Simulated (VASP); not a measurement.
# Ca: Ca into a neighbouring Ca vacancy, part 5 of 5

Aim: the barrier for one hop in Ca: Ca into a neighbouring Ca vacancy.

VASP 6.6.1; PBEsol; plane waves and PAW (Ca_pv).

So far. Step 4 (Relax the start): The run ended after 4 ionic steps, 0.024 eV below its first step, once the forces on the free atoms met EDIFFG = -0.05. Step 5 (Relax the end): The run ended after 5 ionic steps, 0.037 eV below its first step, once the forces on the free atoms met EDIFFG = -0.05.

### 6. Nudged elastic band (continued)

OUTCAR, selected parts (step 6):

```text
   NELECT =     248.0000    total number of electrons

  tangential force (eV/A)        -0.324406
  left and right image   1.058507  1.055047 A

  tangential force (eV/A)        -0.317905
  left and right image   1.066841  1.062394 A

 E-fermi :   2.1423

 k-point     1 :       0.2500    0.2500    0.2500
  band No.  band energies     occupation
    ...
    121       2.0250      1.97052
    122       2.0380      1.91632
    123       2.1096      1.35854
    124       2.1268      1.17337
    125       2.1311      1.12558
    126       2.2302      0.17238
    127       2.2452      0.09007
    128       2.2456      0.08826
    129       2.4365     -0.01807
    130       2.4505     -0.01332
    ...

 POSITION                                       TOTAL-FORCE (eV/Angst)
 -----------------------------------------------------------------------------------
      7.55085      2.09544     10.90673         0.211424      0.211613      0.000677
      8.22497     -0.08412      2.93356        -0.035030      0.036721     -0.058838
     -0.05958      0.00341     -0.00604         0.026844     -0.028687      0.002164
      2.85476      2.68347     10.90807        -0.028442     -0.011005     -0.001060
      5.45956      5.39610     10.90696        -0.029348      0.025355      0.001262
      8.14399      8.30724     -0.00644        -0.012040     -0.026161      0.002559
      2.72447     10.91214      2.69609        -0.011218     -0.015132      0.008064
      5.37605      2.76892      2.93469         0.031127     -0.034667     -0.057545
      8.14157      5.39137      2.63835         0.000498      0.007208      0.003775
      5.41074     -0.04844      5.45037        -0.029544     -0.026859      0.000932
      8.18907      2.73417      5.45104         0.024812      0.022172      0.001142
      8.22243     -0.08264      7.96836        -0.031919      0.034779      0.058573
     10.85717      5.40037     -0.00462         0.004585      0.003382     -0.000251
      2.72284      8.18105     10.90796        -0.009691     -0.011113     -0.000548
     -0.06366      2.68367      2.63880         0.005269      0.000622      0.003440
      2.69920      5.45565      2.69012         0.003567     -0.028122     -0.004055
      5.45832      8.17623      2.69354        -0.017866     -0.007166      0.007990
     10.97237     10.89856      5.45171        -0.021299     -0.029551     -0.001027
      2.62652      2.73447      5.45006         0.010084      0.001369      0.000647
      5.44150      5.51870      5.45145        -0.027760     -0.024268      0.000935
      8.18875      8.08288      5.45203         0.003747      0.008749      0.000050
      2.72229      0.00039      8.20434        -0.010337     -0.015679     -0.005623
      5.37133      2.76744      7.96739         0.037960     -0.032915      0.057609
      8.13822      5.39083      8.26485         0.004193      0.006417     -0.005304
[...]
-----------------------------------------------------------------------------------
    total drift:                                0.011601      0.012084      0.004966

  FREE ENERGIE OF THE ION-ELECTRON SYSTEM (eV)
  ---------------------------------------------------
  free  energy   TOTEN  =       -64.1108289031 eV

  energy  without entropy=      -64.0166888368  energy(sigma->0) =      -64.07944888

  tangential force (eV/A)        -0.310983
  left and right image   1.075899  1.070539 A

[... 6 parts as in an earlier step ...]

[... 6 further parts left out ...]
```

Images along the path:

```csv
image,path (A),energy (eV),"Ca1: x, y, z (Å)"
0,0.000,0.0000,"8.176, 2.733, 10.905"
1,1.076,0.2307,"7.551, 2.095, 10.907"
2,2.146,0.4525,"6.817, 1.363, 10.906"
3,3.217,0.2279,"6.084, 0.629, 10.908"
4,4.294,0.0014,"5.448, 0.008, 10.891"
```

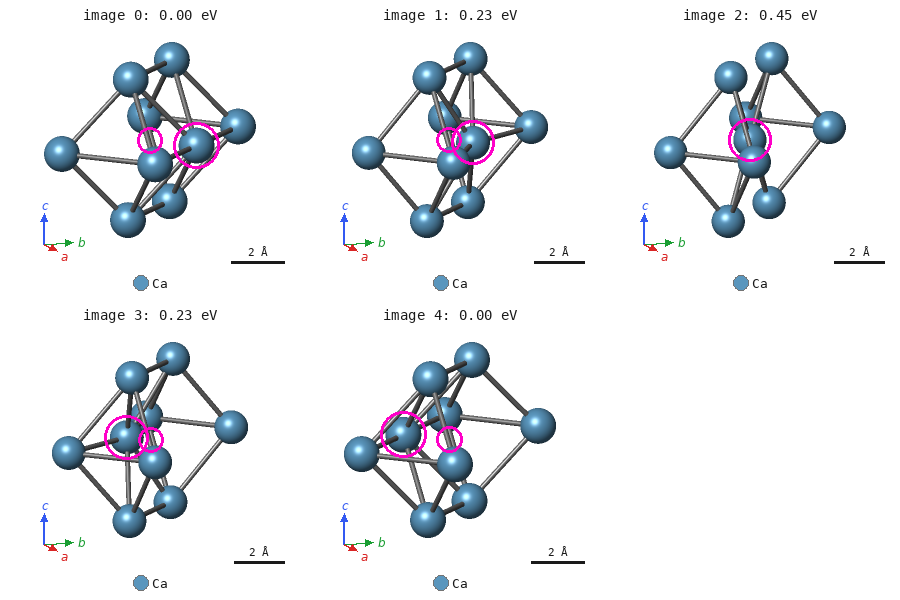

Images along the path; Ca1 is ringed. A ring with no atom in it marks the empty centre.

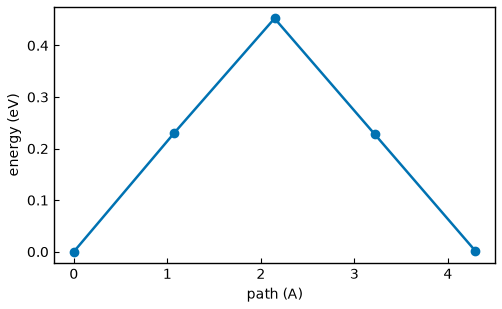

Energy along the path.

Numbers from this step:

| Property | Result |
| --- | --- |
| electronic cycles | 111 |
| path length | 4.294 Å |
| barrier | 0.4525 eV |
| barrier in the reverse direction | 0.4510 eV |
| barrier from a spline through the images | 0.4525 eV |
| reaction energy | 0.001423 eV |

What the program prints for this run, and its count of cycles, belong to image 1; the force that counts for the threshold is the band's, across the path.

### 7. Outcome

| Property | Result |
| --- | --- |
| hop | Ca into a neighbouring Ca vacancy |
| barrier | 0.452 eV |
| barrier in the reverse direction | 0.451 eV |
| barrier from a spline through the images | 0.452 eV |
| reaction energy | 0.00142 eV |
| path length | 4.29 Å |

The barrier is 0.45 eV forwards and 0.45 eV backwards. With an attempt frequency of 10¹³ per second, taken as a typical value, this barrier gives about 10^5 hops a second at 300 K. Both ends are alike and an image sits at the midpoint, which is the saddle if the path is symmetric. The band met its force threshold after 11 steps. Cell and mesh are small and were not tested. The band started on a straight line, so other routes may lie lower.

[Lines on the potential files, build, host, timing and source positions are cut from VASP's logs without a mark.]

[Logs are printed without paths, hosts, clocks, repeated set-up lines and the standing remarks that a program may print on its own settings, such as how far it seeks lower states.]

[Hosts, paths, dates, database ids (printed as entryN), source tags and the programs' standing remarks are cut or masked in the printed files.]

[Runs that stopped without an error message from VASP are left out.]
